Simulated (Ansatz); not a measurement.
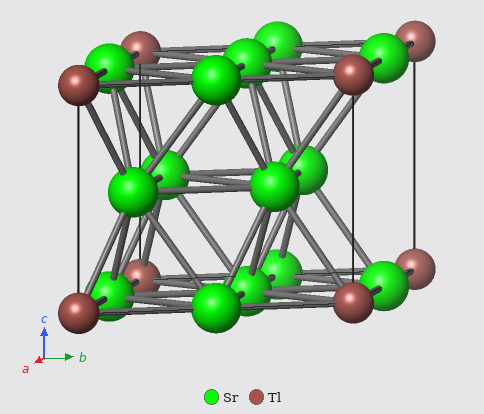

Shown here is a ball-and-stick view of the crystal, taken slightly off an axis. The edges of the conventional unit cell are marked.

Sr$_{7}$Tl, space group P-6m2 (No. 187), a = 8.310 Å, b = 8.310 Å, c = 6.618 Å, α = 90.00°, β = 90.00°, γ = 120.00°. The model was built from a structure type filled with these elements by a generator (whether the compound takes this form wasn't checked). Earlier steps of the study, as a rule a relaxation of our own, may have changed the cell and positions, so they can lie some per cent off the listed ones. A calculation with Ansatz used it as input.

This one geometry was computed with Ansatz (DFT, plane waves, PAW) at three levels of theory: LDA, PBE with spin-orbit coupling and PBE.

### Which level gives the highest pressure at this volume, and what does that say about its equilibrium volume?

Highest: PBE with spin-orbit coupling (-0.1 GPa) and PBE (0.0 GPa), which points to the largest equilibrium volume. Lowest, with the smallest volume: LDA (-1.6 GPa). Levels within 0.5 GPa of each other can't be told apart.

### How does the band gap change with the level of theory?

All levels give a metal.

### Collect the results in a table.

| level | cutoff (eV) | k-mesh of the run's cell | gap (eV) | pressure (GPa) |
| --- | --- | --- | --- | --- |
| LDA | 420 | 6×6×6 | metal | -1.6 |
| PBE with spin-orbit coupling | 420 | 6×6×6 | metal | -0.1 |
| PBE | 420 | 6×6×6 | metal | 0.0 |

Gaps are taken on the k-mesh or band path of each run.
